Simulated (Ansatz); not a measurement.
# FH$_{2}$NOSi (SMILES N=[Si](O)F): what the fields show

The calculation's input:

```
crystal:
  periodic: [false, false, false]
  atoms:
    - symbol: F
      position_ang: [1.564644, -1.273217, 0.302026]
    - symbol: N
      position_ang: [0.661382, 1.021961, 1.498254]
    - symbol: O
      position_ang: [-0.961606, -1.273883, 0.428044]
    - symbol: Si
      position_ang: [0.357492, -0.375328, 0.812699]
    - symbol: H
      position_ang: [-0.049844, 1.652057, 1.849849]
    - symbol: H
      position_ang: [-1.814131, -0.881266, 0.667500]
basis:
  gaussian:
    orbitals: def2-TZVPD
total_charge: 0
hamiltonian:
  xc: pbe0
output:
  forces: true
  orbitals: {seedname: orbitals}
```

Run with:

```sh
ansatz run input.yaml --threads 1 --pin off --max-ram 2610MiB --events-out events.jsonl --progress --plain --runs-dir runs
```

Geometry: B3LYP/6-31G*.

Theory: isolated molecule in a Gaussian basis; Kohn-Sham density functional theory, functional PBE0 (Ansatz).

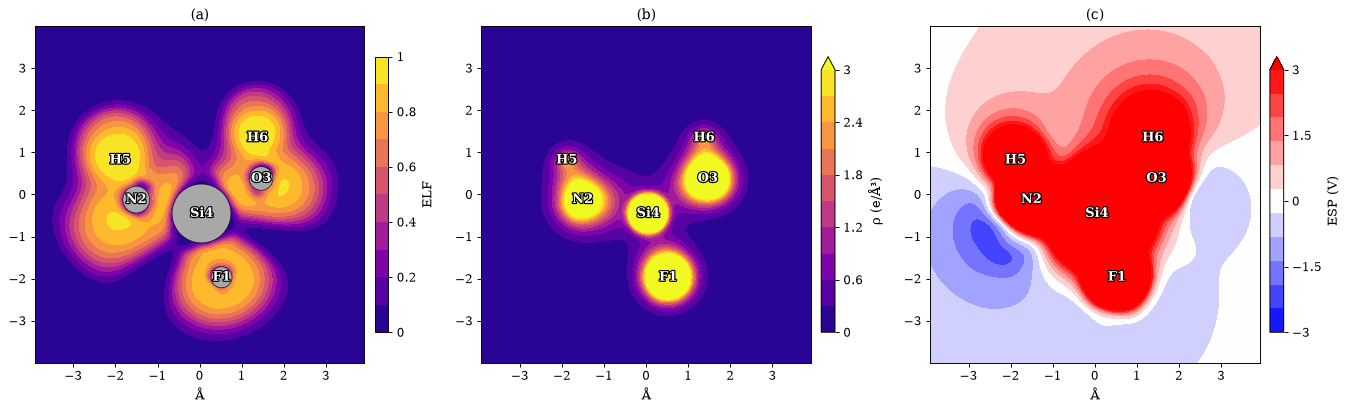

Figure 1. (a) electron localisation function; (b) electron density; (c) molecular electrostatic potential on the molecular plane. Grey discs cover the atomic cores in the ELF map.

Q: Interpret the plot.

A: The section cuts through F, N, O, Si and H sites.
Si–N (1.59 Å): ρ is about 1.4 e/Å³ halfway; the ELF peaks at about 0.85 between the atoms: a short, strongly polar bond.
Si–F (1.59 Å): ρ at the midpoint is about 1.2 e/Å³; the ELF peaks at about 0.85 in the valence shell of F, 0.6 Å from its nucleus, and is about 0.50 at the midpoint.
Si–O (1.64 Å): ρ is about 1.2 e/Å³ halfway; the ELF peaks at about 0.85 between the atoms (a polar covalent bond).
O–H (0.97 Å): ρ at the midpoint is about 3.7 e/Å³; the ELF climbs to about 1 towards the hydrogen, as it does in any bond to H; an ordinary covalent bond to hydrogen.
N–H (1.01 Å): the density is about 2.8 e/Å³ at the midpoint; the ELF climbs to about 1 towards the hydrogen; an ordinary covalent bond to hydrogen.
The ELF also peaks beside F1, N2 and O3, away from the bonds: lone-pair regions.
Outside the dense part of the molecule the potential is most negative (−2.3 V) near N2.

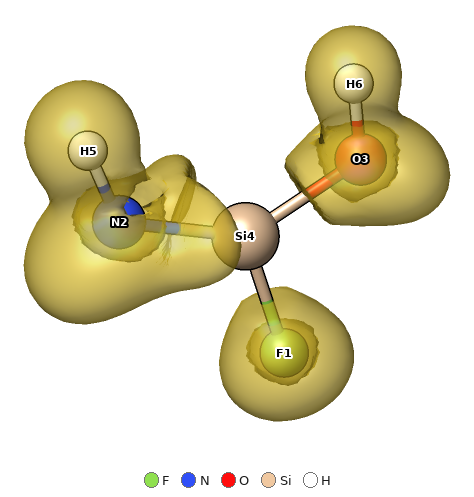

Figure 2. Isosurface of the ELF at 0.75 (yellow), seen at an oblique angle. Core shells and regions of very low density are left out.

Q: Where are the electrons localised?

A: At this value the surface marks out one region wrapped around F (its lone pairs, merged into a ring or cap), one joined region spread over several atoms (H, N, Si), in which their bonds and any lone pairs are merged and one joined region spread over several atoms (H, O), in which their bonds and any lone pairs are merged.

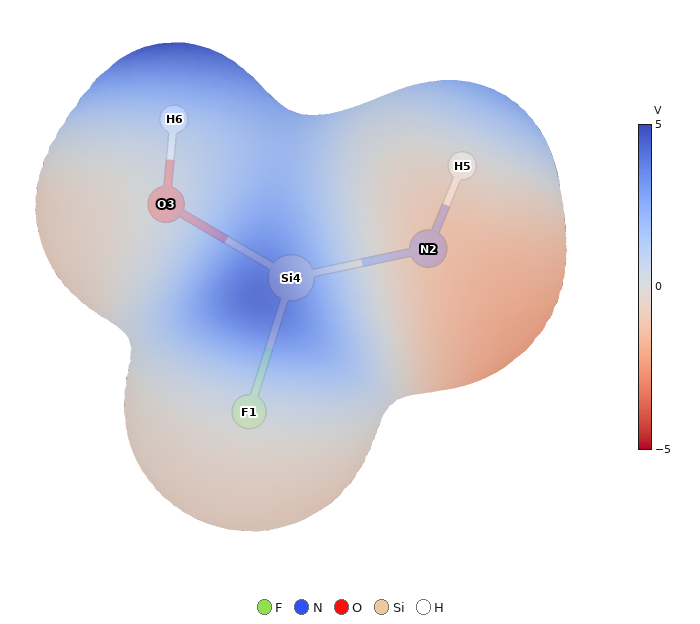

Figure 3. The electrostatic potential painted on the density surface at 0.004 e/bohr³, seen across its widest extent; red is negative and blue positive.

Q: Describe the electrostatic potential map.

A: The most negative region (about −2.1 V, or −48 kcal/mol for a unit charge) lies over N2, the most positive (about +4.6 V, or +106 kcal/mol for a unit charge) over H6. N2 is the likeliest acceptor of a hydrogen bond.

Q: What dipole moment does the calculation give?

A: Its dipole moment is 3.37 D.
